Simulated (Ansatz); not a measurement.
## Run report: Al32As, geometry relaxation (part 3 of 3)

Al32As (defect cell, 33 atoms in the cell); DFT PBE, scalar-relativistic, plane waves, PAW, PAW set soft_1, no spin polarisation (Ansatz 0.2.0); cutoff 420 eV, 2×2×2 k-mesh, Fermi–Dirac smearing of 0.05 eV. It belongs to a series of runs on one base structure; here: start relaxed.

Trajectory as extended XYZ, continued
```
33
Lattice="8.1000 0.0000 0.0000 0.0000 8.1000 0.0000 0.0000 0.0000 8.1000" Properties=species:S:1:pos:R:3:forces:R:3 step=2 energy=-22052.27966
Al    4.0501    0.0003   -0.0103    0.0031   0.0265  -0.3032
Al    6.0825    2.0172   -0.0076    0.1384  -0.1534  -0.1412
Al    6.0853    0.0003    2.0249    0.3004   0.0259  -0.0017
Al    0.0001    0.0001    0.0052    0.0000   0.0001   0.1026
Al    2.0179    2.0178   -0.0069   -0.1420  -0.1463  -0.1331
Al    4.0466    4.0439   -0.1882   -0.0339  -0.0602  -3.6532
Al    6.0837    6.0836   -0.0088    0.1503   0.1460  -0.1529
Al    2.0146    0.0004    2.0250   -0.3134   0.0283  -0.0017
Al    4.0471    1.8683    2.0264   -0.0329  -3.5306   0.0204
Al    6.2655    4.0437    2.0268    3.7354  -0.0618   0.0216
Al    4.0501    0.0003    4.0604    0.0031   0.0277   0.3100
Al    6.0822    2.0175    4.0574    0.1335  -0.1492   0.1424
Al    6.0697    0.0001    6.0750   -0.1036   0.0001  -0.0002
Al    0.0002    4.0502   -0.0105    0.0150   0.0055  -0.3100
Al    2.0167    6.0829   -0.0081   -0.1545   0.1394  -0.1468
Al    0.0002    2.0144    2.0250    0.0166  -0.3260  -0.0018
Al    1.8561    4.0446    2.0266   -3.5337  -0.0583   0.0204
Al    4.0463    6.2699    2.0269   -0.0366   3.8997   0.0226
Al    0.0000    0.0001    4.0451   -0.0001  -0.0001  -0.0996
Al    2.0182    2.0182    4.0567   -0.1370  -0.1414   0.1341
Al    4.0468    4.0443    4.2282   -0.0322  -0.0571   3.4861
Al    6.0833    6.0832    4.0585    0.1465   0.1420   0.1544
Al    2.0298    0.0001    6.0750    0.0991  -0.0001  -0.0001
Al    4.0501    2.0143    6.0749    0.0032  -0.3330  -0.0075
Al    6.0855    4.0502    6.0749    0.3137   0.0055  -0.0065
Al    0.0002    6.0854    2.0249    0.0142   0.3025  -0.0017
Al    0.0002    4.0501    4.0605    0.0157   0.0055   0.3169
Al    2.0171    6.0825    4.0579   -0.1506   0.1349   0.1481
Al    0.0000    2.0296    6.0750   -0.0002   0.0975  -0.0001
Al    2.0143    4.0501    6.0749   -0.3272   0.0056  -0.0072
Al    4.0501    6.0855    6.0749    0.0030   0.3090  -0.0063
Al    0.0001    6.0694    6.0750    0.0001  -0.1056  -0.0003
As    4.0699    4.0854    2.0134   -0.0935  -0.1787   0.0955
33
Lattice="8.1000 0.0000 0.0000 0.0000 8.1000 0.0000 0.0000 0.0000 8.1000" Properties=species:S:1:pos:R:3:forces:R:3 step=3 energy=-22054.55908
Al    4.0511    0.0031   -0.0890   -0.0045  -0.0115   0.1393
Al    6.1156    1.9822   -0.0409   -0.1064   0.1263   0.1092
Al    6.1644    0.0031    2.0246   -0.1372  -0.0112   0.0015
Al   -0.0001   -0.0001   -0.0045    0.0019   0.0031  -0.0967
Al    1.9841    1.9834   -0.0394    0.1173   0.1238   0.1059
Al    4.0496    4.0492   -0.3387   -0.0190  -0.0332  -1.2889
Al    6.1175    6.1171   -0.0427   -0.1087  -0.1044   0.1113
Al    1.9352    0.0028    2.0245    0.1449  -0.0123   0.0018
Al    4.0489    1.6974    2.0263   -0.0152  -1.0967   0.0076
Al    6.4147    4.0494    2.0260    1.3235  -0.0346   0.0101
Al    4.0511    0.0029    4.1398   -0.0048  -0.0121  -0.1430
Al    6.1148    1.9828    4.0910   -0.1047   0.1253  -0.1141
Al    6.0798   -0.0002    6.0751    0.0974   0.0033  -0.0003
Al    0.0016    4.0519   -0.0896   -0.0060  -0.0080   0.1444
Al    1.9820    6.1161   -0.0418    0.1212  -0.1036   0.1109
Al    0.0014    1.9341    2.0245   -0.0067   0.1535   0.0018
Al    1.6940    4.0483    2.0262   -1.1590  -0.0286   0.0083
Al    4.0500    6.4181    2.0259   -0.0211   1.3868   0.0107
Al    0.0000    0.0000    4.0545    0.0018   0.0028   0.0961
Al    1.9849    1.9841    4.0895    0.1153   0.1220  -0.1103
Al    4.0493    4.0487    4.3815   -0.0174  -0.0303   1.2045
Al    6.1170    6.1165    4.0929   -0.1085  -0.1041  -0.1170
Al    2.0208    0.0000    6.0750   -0.0969   0.0027  -0.0002
Al    4.0511    1.9336    6.0740   -0.0051   0.1587   0.0037
Al    6.1656    4.0519    6.0739   -0.1476  -0.0080   0.0033
Al    0.0018    6.1652    2.0246   -0.0056  -0.1396   0.0015
Al    0.0016    4.0519    4.1404   -0.0064  -0.0084  -0.1482
Al    1.9826    6.1153    4.0919    0.1206  -0.1024  -0.1160
Al    0.0001    2.0210    6.0750    0.0015  -0.0971  -0.0001
Al    1.9341    4.0520    6.0739    0.1554  -0.0087   0.0036
Al    4.0510    6.1657    6.0738   -0.0044  -0.1449   0.0031
Al   -0.0002    6.0801    6.0751    0.0022   0.0980  -0.0004
As    4.0648    4.0762    2.0156   -0.1176  -0.2064   0.0566
33
Lattice="8.1000 0.0000 0.0000 0.0000 8.1000 0.0000 0.0000 0.0000 8.1000" Properties=species:S:1:pos:R:3:forces:R:3 step=4 energy=-22054.97759
Al    4.0511    0.0028   -0.1160   -0.0003  -0.0021   0.0954
Al    6.0899    2.0121   -0.0146   -0.0001   0.0002   0.0000
Al    6.1913    0.0028    2.0244   -0.0954  -0.0021   0.0003
Al    0.0004    0.0008   -0.0280    0.0004   0.0008  -0.0302
Al    2.0115    2.0121   -0.0145   -0.0006  -0.0005  -0.0006
Al    4.0489    4.0480   -0.4477    0.0010   0.0019  -0.0843
Al    6.0900    6.0905   -0.0146   -0.0012  -0.0013   0.0012
Al    1.9086    0.0027    2.0244    0.0955  -0.0020   0.0003
Al    4.0488    1.5883    2.0263    0.0011  -0.0714  -0.0011
Al    6.5237    4.0480    2.0262    0.0860   0.0018  -0.0010
Al    4.0511    0.0028    4.1666   -0.0003  -0.0021  -0.0955
Al    6.0900    2.0121    4.0639    0.0005  -0.0004   0.0004
Al    6.1034    0.0008    6.0749    0.0302   0.0008  -0.0003
Al    0.0016    4.0519   -0.1160   -0.0012  -0.0005   0.0955
Al    2.0115    6.0905   -0.0146    0.0007  -0.0007   0.0006
Al    0.0015    1.9086    2.0244   -0.0011   0.0955   0.0003
Al    1.5850    4.0479    2.0263   -0.0750   0.0020  -0.0010
Al    4.0489    6.5270    2.0262    0.0010   0.0908  -0.0010
Al    0.0004    0.0007    4.0775    0.0005   0.0008   0.0297
Al    2.0115    2.0120    4.0639   -0.0011  -0.0010   0.0010
Al    4.0488    4.0480    4.4910    0.0011   0.0020   0.0767
Al    6.0900    6.0906    4.0639   -0.0007  -0.0007  -0.0008
Al    1.9979    0.0007    6.0749   -0.0296   0.0008  -0.0003
Al    4.0511    1.9086    6.0740   -0.0003   0.0955   0.0010
Al    6.1913    4.0519    6.0740   -0.0955  -0.0006   0.0010
Al    0.0016    6.1913    2.0244   -0.0012  -0.0954   0.0003
Al    0.0016    4.0519    4.1667   -0.0012  -0.0005  -0.0955
Al    2.0115    6.0905    4.0639    0.0001  -0.0001  -0.0001
Al    0.0004    1.9983    6.0749    0.0004  -0.0293  -0.0003
Al    1.9086    4.0519    6.0740    0.0956  -0.0005   0.0010
Al    4.0511    6.1913    6.0740   -0.0004  -0.0955   0.0010
Al    0.0004    6.1039    6.0749    0.0005   0.0303  -0.0003
As    4.0572    4.0628    2.0194   -0.0095  -0.0167   0.0066
33
Lattice="8.1000 0.0000 0.0000 0.0000 8.1000 0.0000 0.0000 0.0000 8.1000" Properties=species:S:1:pos:R:3:forces:R:3 step=5 energy=-22054.98295
Al    4.0509    0.0020   -0.1096   -0.0001   0.0000   0.0061
Al    6.0903    2.0120   -0.0149    0.0023  -0.0018  -0.0022
Al    6.1850    0.0020    2.0245   -0.0061   0.0000   0.0000
Al    0.0008    0.0014   -0.0285    0.0001   0.0001  -0.0055
Al    2.0113    2.0120   -0.0149   -0.0020  -0.0018  -0.0023
Al    4.0505    4.0509   -0.4492    0.0001   0.0002  -0.0068
Al    6.0903    6.0909   -0.0148    0.0021   0.0022  -0.0020
Al    1.9165    0.0020    2.0245    0.0063   0.0000   0.0000
Al    4.0505    1.5806    2.0249    0.0001  -0.0099  -0.0001
Al    6.5248    4.0509    2.0249    0.0064   0.0002  -0.0001
Al    4.0509    0.0020    4.1589   -0.0001   0.0000  -0.0062
Al    6.0903    2.0120    4.0641    0.0023  -0.0018   0.0020
Al    6.1039    0.0014    6.0746    0.0055   0.0001   0.0000
Al    0.0011    4.0516   -0.1096    0.0000  -0.0001   0.0061
Al    2.0114    6.0909   -0.0149   -0.0019   0.0023  -0.0021
Al    0.0011    1.9170    2.0245    0.0000   0.0063   0.0000
Al    1.5791    4.0509    2.0249   -0.0088   0.0001  -0.0001
Al    4.0505    6.5263    2.0249    0.0002   0.0056  -0.0001
Al    0.0008    0.0014    4.0776    0.0001   0.0002   0.0055
Al    2.0113    2.0120    4.0641   -0.0020  -0.0019   0.0021
Al    4.0505    4.0509    4.4966    0.0001   0.0002   0.0081
Al    6.0903    6.0909    4.0640    0.0021   0.0022   0.0019
Al    1.9978    0.0014    6.0746   -0.0055   0.0002  -0.0001
Al    4.0509    1.9170    6.0744   -0.0001   0.0063   0.0000
Al    6.1850    4.0516    6.0744   -0.0062  -0.0001   0.0000
Al    0.0011    6.1855    2.0245    0.0000  -0.0061   0.0000
Al    0.0011    4.0516    4.1590    0.0000  -0.0001  -0.0062
Al    2.0114    6.0910    4.0641   -0.0019   0.0024   0.0020
Al    0.0008    1.9984    6.0746    0.0001  -0.0056  -0.0001
Al    1.9164    4.0516    6.0744    0.0063  -0.0001   0.0000
Al    4.0509    6.1856    6.0744   -0.0001  -0.0061   0.0000
Al    0.0008    6.1045    6.0746    0.0000   0.0055   0.0000
As    4.0523    4.0541    2.0233    0.0006   0.0011   0.0000
```

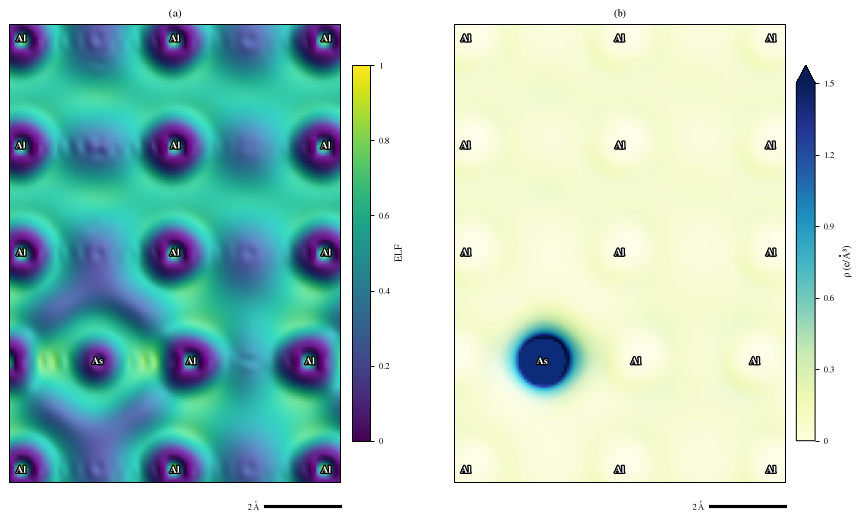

**Figure 1.** (a) ELF; (b) valence electron density on the (011) plane of the calculation cell. The section cuts through Al and As sites. Al–As (2.47 Å): ρ at the midpoint is about 0.4 e/Å³; the ELF peaks at about 0.80 between the atoms, which marks a shared electron pair. Al–Al (2.84 Å): the density is about 0.21 e/Å³ at the midpoint; the ELF peaks at about 0.65 between the atoms. Al–Al (2.92 Å): ρ at the midpoint is about 0.2 e/Å³; the ELF is about 0.65 at the midpoint. Away from the nuclei the density in this plane falls to 0.1 e/Å³ at its lowest. The fields are those of the smooth PAW valence density.

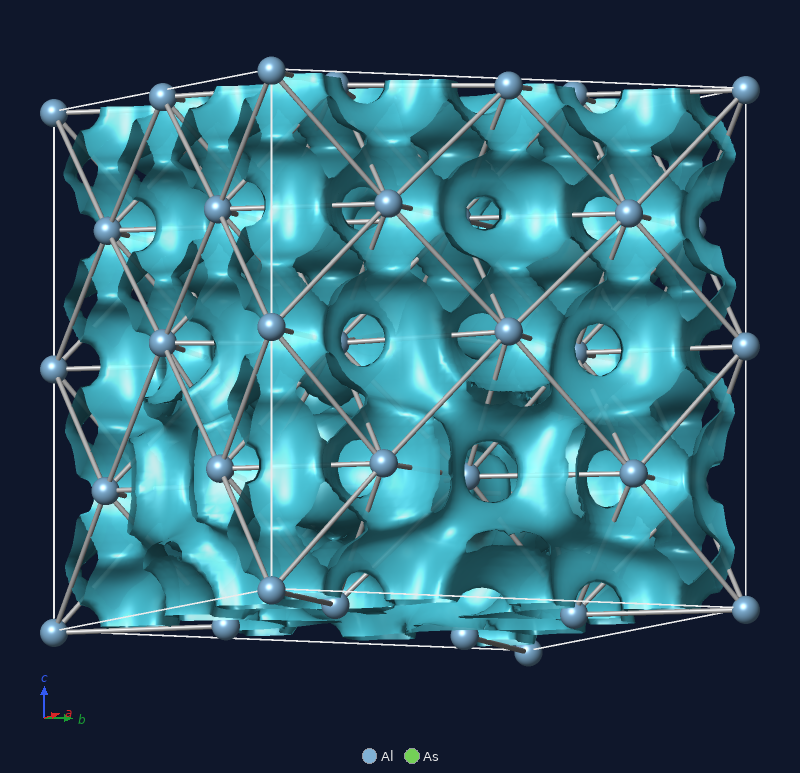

**Figure 2.** Isosurface of the ELF at 0.55 (cyan), seen at an oblique angle. Only the valence region is drawn (cores and ρ < 0.01 e/Å³ removed). Sticks mark near contacts. The outline is the calculation cell. Values along the shortest contacts: Al–As (2.47 Å): the ELF peaks at about 0.80 between the atoms, as expected for localised, shared-pair bonding. Al–Al (2.65 Å): the ELF peaks at about 0.70 between the atoms.

Results in brief

| quantity | value |
| --- | --- |
| outcome | converged |
| electrons treated | 111 |
| free energy | −22054.9830 eV |
| Fermi energy | 8.359 eV |
| final volume | 531.44 Å³ |
| largest force (length of the vector) at the end | 0.010 eV/Å |
| hardware | 2 threads of Intel Xeon @ 2.50GHz (Skylake/Cascade Lake), 32 GiB of memory available, shared host |
| wall time | 50 s (CPU time 99 s) |
| peak memory | 1.1 GiB |

The input asks for low accuracy.
